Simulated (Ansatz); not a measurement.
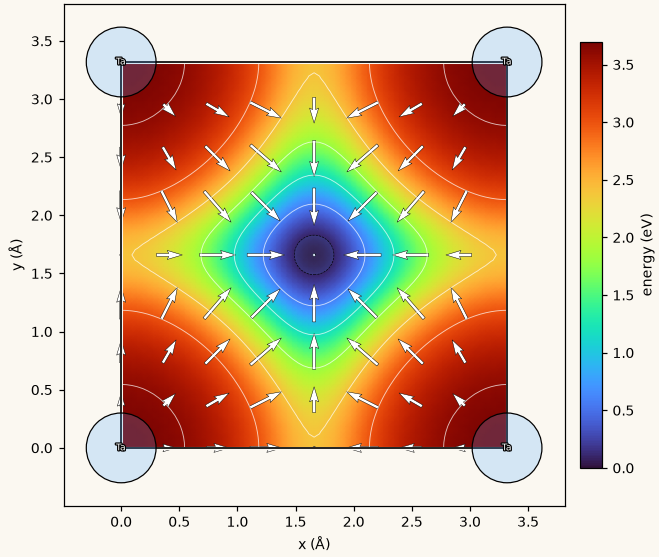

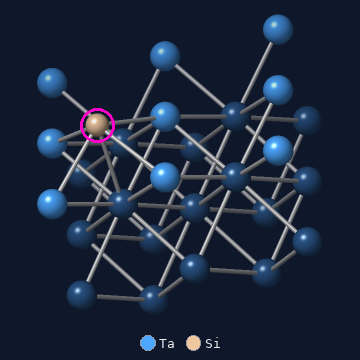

Energy landscape of Si on a Ta(100) slab cut from the Im-3m phase, its upper half relaxed before the scan (16 atoms of substrate and one adsorbate in a 2 × 2 cell). Si is moved over the surface cell; relaxed at each place: the height of the adsorbate's atoms; substrate rigid; the origin of the map has the adsorbate above Ta13. Places are given modulo a cell vector. The map is drawn in real space over the plane of the surface. The scan uses an 8 × 8 grid; 15 points were computed and 49 follow by symmetry. Places are given in fractions of the 1 × 1 surface cell. All energies are given in eV relative to the lowest grid point. All numbers below come from Ansatz 0.2.0, DFT PBE, scalar-relativistic, plane waves, PAW. Settings: cutoff 420 eV, k-mesh 4×4×1, gaussian smearing 0.1 eV, no spin polarisation.

Drawn: a smooth colour map with a few white contour lines, arrows along the force (downhill), their lengths compressed, labelled circles for the atoms of the top layer and small ones for the second layer, the outline of one cell of the plane. Between grid points the surface is interpolated. The second picture is the structure at the lowest point; rings mark the moved atoms.

Question: Where are the wells?

Answer: The lowest grid point is at a fourfold hollow over a second-layer Ta atom, (4/8, 4/8) of the cell vectors. No other kind of well shows on this grid. The highest grid point, the top site over a surface Ta atom, (0/8, 0/8) of the cell vectors, lies 3.70 eV above the lowest. On the interpolated surface the easiest way out of the lowest well to its copy in the next cell or period passes a barrier of about 2.4 eV. At the lowest point the adsorbate has 5 Ta at 2.66 Å as nearest neighbours, at the highest 1 Ta at 2.43 Å. Its relaxed height above the top atom is 1.21 Å at the lowest and 2.43 Å at the highest point.

Time for the 15 points that were run: 24 min on 8 threads of Arm Neoverse N1, on a shared host.

PAW datasets: the set soft_1.
